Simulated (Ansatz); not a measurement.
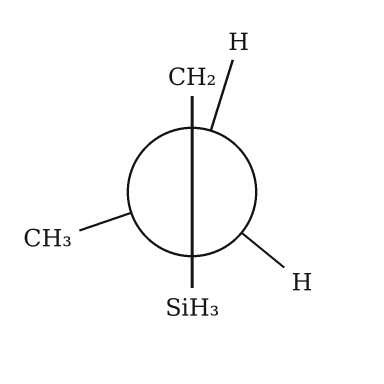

A Newman projection along the C–C bond, carbon in front; angles are drawn as computed, but eclipsed bonds slightly apart. The computed structure is the end point of a PBE-D4/def2-SVP optimisation. No frequency run is at hand to confirm it as a minimum.

Which molecule is it?

C4H10Si, C=C([SiH3])CC

What is the torsion angle from the front SiH3 to the back CH3? The sign is positive where the front bond must turn clockwise to cover the back bond.

71°, synclinal (gauche).
